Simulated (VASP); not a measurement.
# SiO2 (Stishovite) with PBE + D3(BJ): from relaxation to properties, part 3 of 4

Wanted: the relaxed cell of SiO2 (Stishovite) and its properties. The start is a cell from a database of measured crystal structures.

VASP 6.6.1; PBE with D3(BJ); plane waves and PAW (Si, O).

So far, gap on the k-mesh (eV): step 2 (full relaxation (PBE + D3(BJ))) 5.26; step 6 (density of states (PBE + D3(BJ))) 5.26. The relaxed cell has a = 4.202, c = 2.686 Å (conventional setting).

### 7. Optical spectrum (PBE + D3(BJ))

LOPTICS sums transitions from filled to empty bands. NBANDS is raised for it.

Contents of INCAR:

```
SYSTEM = SiO2
PREC = Accurate
ENCUT = 520
EDIFF = 1E-06
NELM = 100
ISMEAR = 0
SIGMA = 0.05
LREAL = .FALSE.
ALGO = Normal
GGA = PE
IVDW = 12
NBANDS = 64
LORBIT = 11
LWAVE = .FALSE.
LCHARG = .FALSE.
KPAR = 4
LOPTICS = .TRUE.
NEDOS = 1500
CSHIFT = 0.1
```

Contents of POSCAR:

```
SiO2
1.0
    4.2020487886      0.0000000000      0.0000000000
    0.0000000000      4.2020487886      0.0000000000
    0.0000000000      0.0000000000      2.6855160013
Si O
2 4
Direct
    0.0000000000      0.0000000000      0.0000000000
    0.5000000000      0.5000000000      0.5000000000
    0.3060211004      0.3060211004      0.0000000000
    0.1939788996      0.8060211004      0.5000000000
    0.6939788996      0.6939788996      0.0000000000
    0.8060211004      0.1939788996      0.5000000000
```

Contents of KPOINTS:

```
Automatic mesh
0
Gamma
8 8 12
0 0 0
```

PAW data sets: Si and O (PBE family, release 64).

The run is started by

```console
mpirun -np 4 vasp_std
```

The log of the run:

```text
[... set-up lines as in an earlier step ...]
 entering main loop
       N       E                     dE             d eps       ncg     rms          rms(c)
DAV:   1     0.156121160465E+03    0.15612E+03   -0.13718E+04 13576   0.481E+02
DAV:   2    -0.446956172354E+02   -0.20082E+03   -0.19015E+03 16160   0.169E+02
DAV:   3    -0.508897558726E+02   -0.61941E+01   -0.61315E+01 16032   0.249E+01
DAV:   4    -0.509086322952E+02   -0.18876E-01   -0.18875E-01 15800   0.147E+00
DAV:   5    -0.509086886862E+02   -0.56391E-04   -0.56391E-04 15760   0.781E-02    0.173E+01
DAV:   6    -0.462425102004E+02    0.46662E+01   -0.22930E+00 14944   0.953E+00    0.737E+00
DAV:   7    -0.462771651647E+02   -0.34655E-01   -0.48109E-01 15864   0.234E+00    0.306E+00
DAV:   8    -0.462908727109E+02   -0.13708E-01   -0.16905E-02 15160   0.593E-01    0.919E-01
DAV:   9    -0.462959770328E+02   -0.51043E-02   -0.45125E-03 15656   0.275E-01    0.263E-01
DAV:  10    -0.462963012533E+02   -0.32422E-03   -0.34264E-04 15712   0.640E-02    0.293E-02
DAV:  11    -0.462963022806E+02   -0.10273E-05   -0.73830E-06 16088   0.123E-02    0.888E-03
DAV:  12    -0.462963031701E+02   -0.88952E-06   -0.13759E-06 15264   0.490E-03
   1 F= -.47712061E+02 E0= -.47712061E+02  d E =-.241970E-13
 optical routines
 imaginary and real dielectric function
 recalculating local potential from charge density
 direction            1
 direction            2
 direction            3
```

Elapsed: 19 s, on 4 MPI ranks of Intel Xeon 6975P-C (Granite Rapids), shared host; peak memory 1.8 GiB.

Parts of OUTCAR (step 7):

```text
   k-points           NKPTS =    105   k-points in BZ     NKDIM =    105   number of bands    NBANDS=     64

   NELECT =      32.0000    total number of electrons

 E-fermi :   8.2386

 k-point     1 :       0.0000    0.0000    0.0000
  band No.  band energies     occupation
    ...
     12       4.8965      2.00000
     13       5.4843      2.00000
     14       7.1340      2.00000
     15       7.1340      2.00000
     16       8.0087      2.00000
     17      13.2720      0.00000
     18      14.6066      0.00000
     19      16.3288      0.00000
     20      16.3288      0.00000
     21      19.0775      0.00000
    ...

 Edisp (eV)   -1.41576

  Total      -0.01100    -0.01100    -0.04073    -0.00000     0.00000     0.00000
  in kB      -0.37158    -0.37158    -1.37631    -0.00000     0.00000     0.00000
  external pressure =       -0.71 kB  Pullay stress =        0.00 kB

 POSITION                                       TOTAL-FORCE (eV/Angst)
 -----------------------------------------------------------------------------------
      0.00000      0.00000      0.00000        -0.000000      0.000000     -0.000000
      2.10102      2.10102      1.34276        -0.000000      0.000000     -0.000000
      1.28592      1.28592      0.00000         0.001882      0.001882      0.000000
      0.81511      3.38694      1.34276        -0.001882      0.001882      0.000000
      2.91613      2.91613      0.00000        -0.001882     -0.001882     -0.000000
      3.38694      0.81511      1.34276         0.001882     -0.001882     -0.000000
 -----------------------------------------------------------------------------------
    total drift:                                0.000000      0.000000     -0.000000

  FREE ENERGIE OF THE ION-ELECTRON SYSTEM (eV)
  ---------------------------------------------------
  free  energy   TOTEN  =       -47.7120611274 eV

  energy  without entropy=      -47.7120611274  energy(sigma->0) =      -47.71206113

 plasma frequency squared (from intraband transitions) (eV^2)
  --------------------------------------------------------------------------------------
       0.000      -0.000       0.000
      -0.000       0.000       0.000
       0.000       0.000       0.000

[... 9 parts as in an earlier step ...]

[... 7 further parts left out ...]
```

These are independent-particle spectra without excitons or local fields, and fine structure depends on the mesh and on CSHIFT.

Numbers from this step:

| Item | Value |
| --- | --- |
| bands | 64 |
| Fermi energy | 8.239 eV |
| pressure | -0.07065 GPa |

The imaginary dielectric function has structure finer than the step of the table below, so its rows give means over 1 eV, whole bins alone (the curve runs from 0 to 25.0 eV). Peaks (eV: height): xx 13.8: 6.12, 14.7: 5.63; zz 12.2: 9.30.

Table of imaginary dielectric function by photon energy; means over each step:

```csv
photon energy (eV),xx,zz
1,0.00294,0.00309
2,0.00622,0.00646
3,0.0103,0.0105
4,0.0164,0.0157
5,0.0287,0.0235
6,0.154,0.0384
7,0.586,0.121
8,0.818,0.582
9,1.72,1.36
10,2.20,2.54
11,2.77,4.18
12,4.57,8.05
13,4.60,6.80
14,5.19,5.42
15,5.26,4.86
16,5.11,4.68
17,4.01,4.04
18,3.05,3.22
19,2.36,2.59
20,2.11,1.87
21,1.59,1.43
22,1.20,1.05
23,1.12,0.764
24,1.05,0.528
```

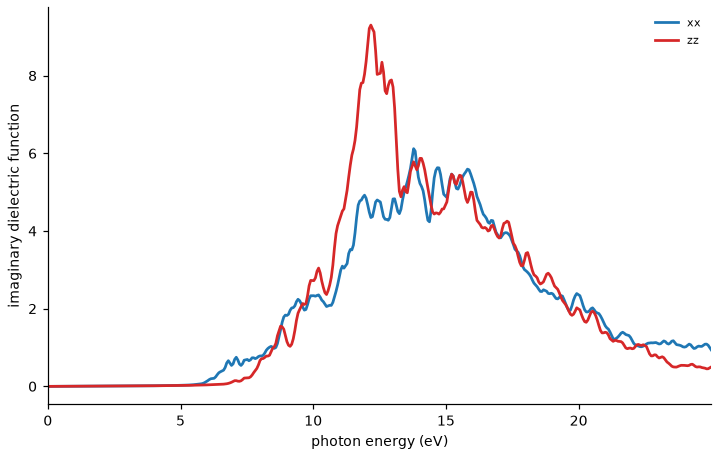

Imaginary dielectric function, plotted against photon energy.

Table of real dielectric function by photon energy:

```csv
photon energy (eV),xx,zz
0.0,3.43,3.65
2.5,3.52,3.74
5.0,3.91,4.11
7.5,4.59,5.24
10.0,4.81,6.47
12.5,3.60,2.67
15.0,1.59,1.12
17.5,-0.980,-1.35
20.0,-0.736,-1.25
22.5,-0.307,-0.857
```

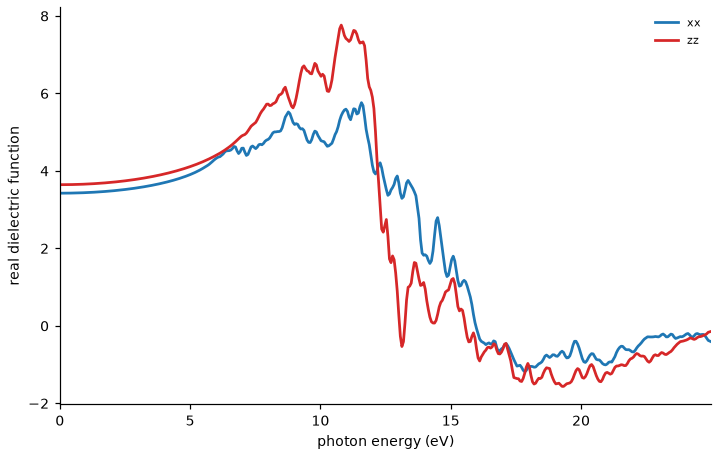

Real dielectric function against photon energy.

The mean of ε2 over directions passes 5 % of its top at 6.68 eV, against a least direct gap of 5.26 eV on this mesh, so the first direct transitions are weak, forbidden or few.

(Continued in part 4 of 4.)

[Lines on the potential files, build, host, timing and source positions are cut from VASP's logs without a mark.]

[Logs are printed without paths, hosts, clocks, repeated set-up lines and the standing remarks that a program may print on its own settings, such as how far it seeks lower states.]

[Hosts, paths, dates, database ids (printed as entryN), source tags and the programs' standing remarks are cut or masked in the printed files.]

[A measured line is paired with the nearest computed mode of its activity, which favours agreement.]
